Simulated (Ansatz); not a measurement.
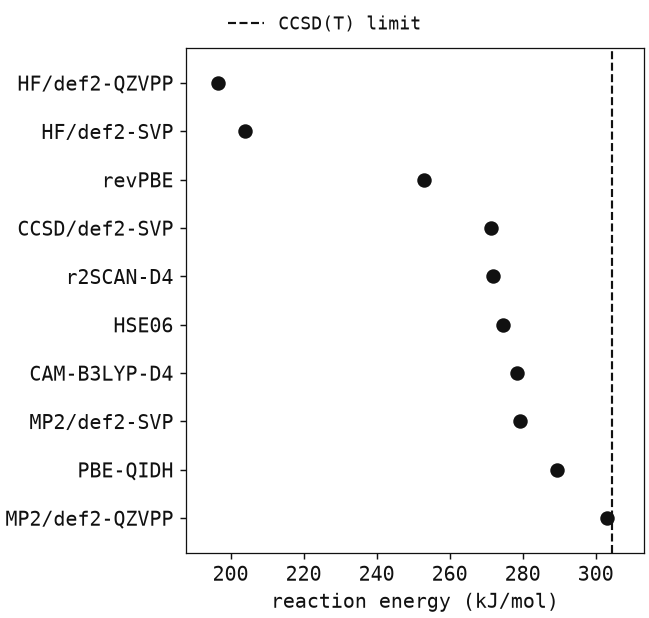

Electronic reaction energy of GaGeH₄Cl ([Cl][GaH][GeH3]) → GaHCl ([Cl][GaH]) [doublet] + GeH₃ ([GeH3]) [doublet] (SMILES in brackets) at several levels (functionals in def2-TZVPP unless a basis is named), isolated molecules at PBE0-D4 triple-zeta geometries, minima by their frequencies, no zero-point or thermal terms, the Ansatz code 0.2.0. The line is frozen-core CCSD(T) at the basis limit (MP2 extrapolated from triple and quadruple zeta, plus CCSD(T) less MP2 in a smaller set). PBE-QIDH holds a correlation term that converges slowly with the basis, so part of the distance to the limit is basis error. No dispersion term is added to revPBE, HSE06 and PBE-QIDH. The distance of HF/def2-SVP, CCSD/def2-SVP, MP2/def2-SVP and MP2/def2-QZVPP to the limit includes basis error. The limit lies 13.4 kJ/mol from CCSD(T)/def2-TZVPP, so the line itself is uncertain by a part of that.

What range do the values span, the line included?

Answer. From 196.5 kJ/mol (HF/def2-QZVPP) to 304.5 kJ/mol (CCSD(T) limit).

Give the values.

Answer.
| level | kJ/mol | less CCSD(T) limit |
| --- | --- | --- |
| HF/def2-QZVPP | 196.5 | −108.0 |
| HF/def2-SVP | 203.9 | −100.6 |
| revPBE | 252.9 | −51.6 |
| CCSD/def2-SVP | 271.2 | −33.2 |
| r2SCAN-D4 | 271.9 | −32.5 |
| HSE06 | 274.7 | −29.7 |
| CAM-B3LYP-D4 | 278.5 | −26.0 |
| MP2/def2-SVP | 279.4 | −25.1 |
| PBE-QIDH | 289.4 | −15.1 |
| MP2/def2-QZVPP | 303.1 | −1.3 |
| CCSD(T) limit | 304.5 | 0.0 |

Note: no scalar relativity up to krypton; outer-core shells are correlated without core-valence functions, which makes the correlated values less sure.
